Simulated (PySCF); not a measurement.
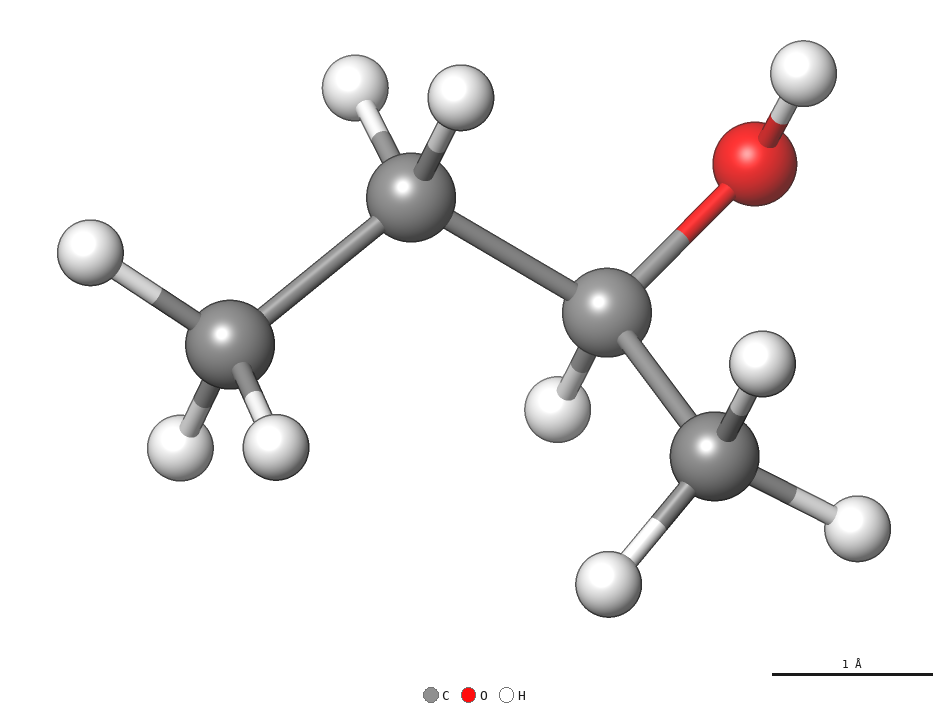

Rendered structure (ball-and-stick style). Every bond is drawn as one stick, whatever its order.

The computed structure is the end point of a PBE0-D3(BJ)/def2-TZVP optimisation. No frequency run is at hand to confirm it as a minimum.

Describe the molecule.

It has 15 atoms: 4 carbon, 10 hydrogen and 1 oxygen (C4H10O). As SMILES it reads `CC[C@H](C)O`. It has no ring. Among its groups: alcohol. This geometry has C1 symmetry. Coordination: 4 C tetrahedral; 1 O bent.

The parts below concern this one geometry. Atoms keep their numbers from picture to picture.

### Excitation

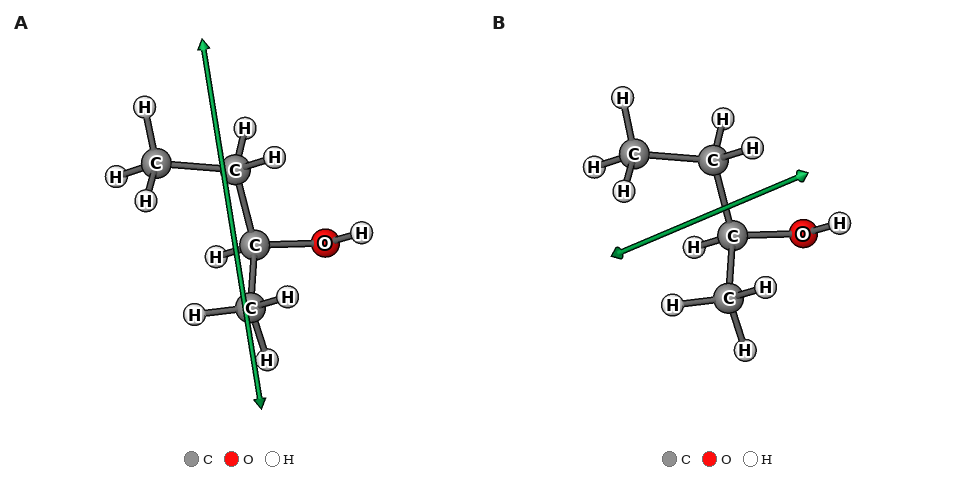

The double arrows show the directions of two transition dipoles from the ground state (lengths mean nothing). No frequency run is at hand to confirm it as a minimum. Properties computed with TDDFT CAM-B3LYP/aug-cc-pVTZ, vertical, gas phase, core orbitals frozen in the response (PySCF 2.14.0).

**One belongs to singlet state 6 and one to singlet state 8. Which is which?**

A: state 6, 8.37 eV (148 nm), oscillator strength 0.021, mainly HOMO → LUMO+4 (weight 0.61).
B: state 8, 8.54 eV (145 nm), oscillator strength 0.043, mainly HOMO−1 → LUMO+1 (weight 0.56).

### Quadrupole coupling

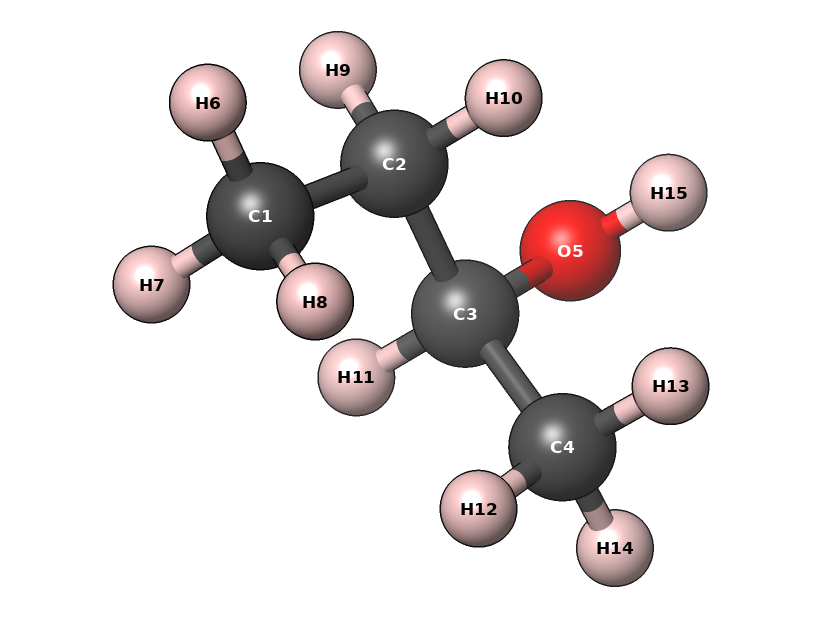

No frequency run is at hand to confirm it as a minimum. Electric field gradients from the ground-state density, PBE0/pcSseg-2 (PySCF 2.14.0), non-relativistic apart from any core potentials.

Give the largest field-gradient component, the quadrupole coupling constant and the asymmetry for 17O at O5 (Q = −25.6 mb).

```tsv
atom	V_zz (a.u.)	e²qQ/h (MHz)	η
O5	−1.892	11.38	0.88
```

### NMR shielding

The questions are on isotropic NMR shieldings of the C atoms. No frequency run is at hand to confirm it as a minimum. Method: GIAO KT3/pcSseg-2 NMR shielding, non-relativistic, gas phase (PySCF 2.14.0).

**Which C atom is the most shielded (lowest chemical shift)?**

C1 (169.1 ppm).

**Which C atom is the least shielded (highest chemical shift)?**

C3 (106.5 ppm).

**How wide is the range of C shifts?**

62.6 ppm.

Give the isotropic NMR shieldings of the C atoms atom by atom.

| atom | σ (ppm) |
| --- | --- |
| C1 | 169.1 |
| C2 | 143.2 |
| C3 | 106.5 |
| C4 | 158.8 |
